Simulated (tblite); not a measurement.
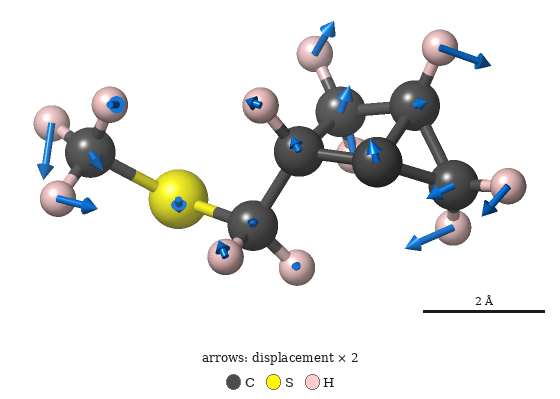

A relaxation of C7H11S (multiplicity 2). The starting structure is drawn; blue arrows show the displacements, 2 times their true length. The two geometries are superimposed by the best rigid fit.

Style: ball-and-stick. Shown at a tilt.

These are results of tblite, GFN2-xTB geometry optimisation, gas phase, not measurements. 

Q: Describe the change and its energy.

A: After 82 geometry steps the energy has fallen by 0.800 eV. The largest moves after the best rigid fit, 0.49 Å, are those of H atoms. Largest moves by element: H 0.49 Å, C 0.26 Å, S 0.17 Å. Some distances before and after: C–C 1.535 → 1.492 Å, C–C 1.514 → 1.555 Å, C–H 1.120 → 1.080 Å, C–C 1.508 → 1.475 Å. Bond angles that change, for instance: C–C–H 119.8° → 132.7°, C–S–C 110.0° → 100.2°, C–C–H 113.0° → 120.4°.
